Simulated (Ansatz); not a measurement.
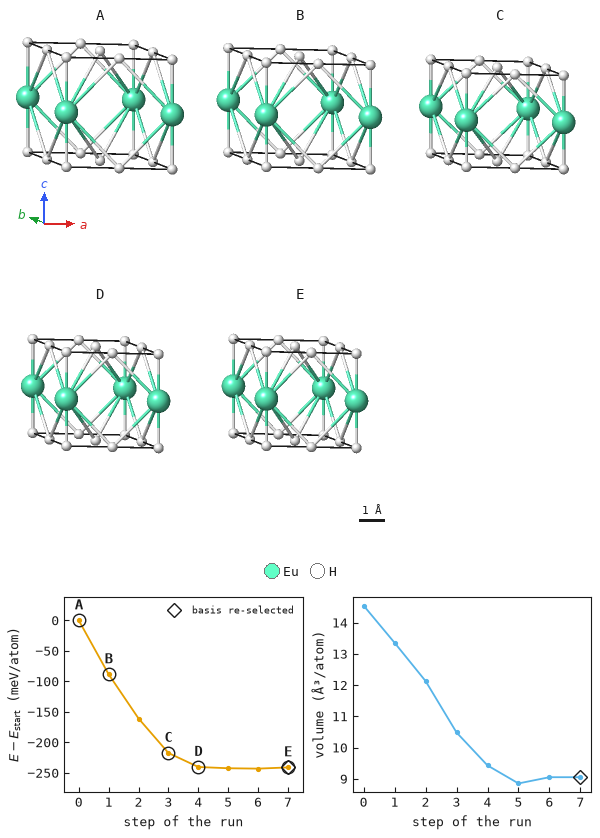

Frames of a relaxation of a crystal of EuH4 (a generated structure, set up in P6/mmm) (coarse preliminary run), marked on the history of the run. Style: ball-and-stick. Shown: the cell of the calculation, slightly off an axis.

The calculation used Ansatz 0.2.0, DFT PBE, scalar-relativistic, plane waves, PAW.

Input
```yaml
crystal:
  lattice:
    - [4.32994053, 0.0, 0.0]
    - [-2.16497027, 3.7498385, 0.0]
    - [0.0, 0.0, 4.47961755]
  atoms:
    - { symbol: Eu, position: [0.0, 0.0, 0.5], spin: 7.0 }
    - { symbol: H, position: [0.5, 0.0, 0.0] }
    - { symbol: H, position: [0.0, 0.5, 0.0] }
    - { symbol: H, position: [0.5, 0.5, 0.0] }
    - { symbol: H, position: [0.0, 0.0, 0.0] }
basis:
  ecutwfc: 420
kpoints:
  mp_grid: { grid: [6, 6, 4] }
hamiltonian:
  xc: pbe
scf:
  occupations: { method: gaussian, width: 0.1 }
  lower_state_search: "off"
output:
  forces: true
  stress: true
  eigenvalues: true
  populations: true
magnetization:
  spin_polarized: true
relax:
  adjacent_minimum: "off"
  f_tol: 0.04
  max_steps: 70
  cell: { stress_tol: 0.4 }
```

Launched with:
```bash
ansatz run input.yaml --threads 1 --pin off --max-ram 2560MiB --backend cpu --events-out ev --progress --plain --runs-dir out
```

What happens along the run?

No atom moves by more than 0.005 Å relative to the cell. Cell: a = b 4.330 → 3.683 Å (−14.9 %), c 4.480 → 3.854 Å (−14.0 %). Volume −37.8 %. Some distances before and after: Eu1–H2 3.115 → 2.665 Å, Eu1–H5 2.240 → 1.927 Å. The space group stays P6/mmm (No. 191). Over 6 accepted moves (7 points after the start) the energy falls by 241 meV per atom. All forces vanish by symmetry, so only the cell relaxes. Pressure: −9.66 GPa at the start and −0.20 GPa at the end. At 1 point the geometry stayed and the basis and grid were re-selected for the new cell (energy shift of 2.0 meV per atom at most each time). Cost: 18 s on 1 thread of Intel(R) Xeon(R) 6975P-C (Granite Rapids) (shared host), peak memory 0.39 GiB. From step 0 to 1: volume −8.2 %, energy −88.4 meV per atom. From step 1 to 3: volume −21.5 %, energy −129 meV per atom. From step 3 to 4: volume −10.1 %, energy −22.9 meV per atom. From step 4 to 7: volume −4.0 %, energy −0.7 meV per atom.

```csv
step,"E − E(0), meV/atom","pressure, GPa","volume, Å³/atom",note
0,0.00,-9.66,14.547,
1,-88.38,-8.79,13.358,
2,-160.75,-7.01,12.133,
3,-217.25,-3.06,10.487,
4,-240.19,-0.99,9.432,
5,-242.25,0.68,8.855,
6,-242.86,0.02,9.055,
7,-240.90,-0.20,9.055,"same geometry, new basis"
```

Limits of the set-up: 4f states are treated without a Hubbard U.
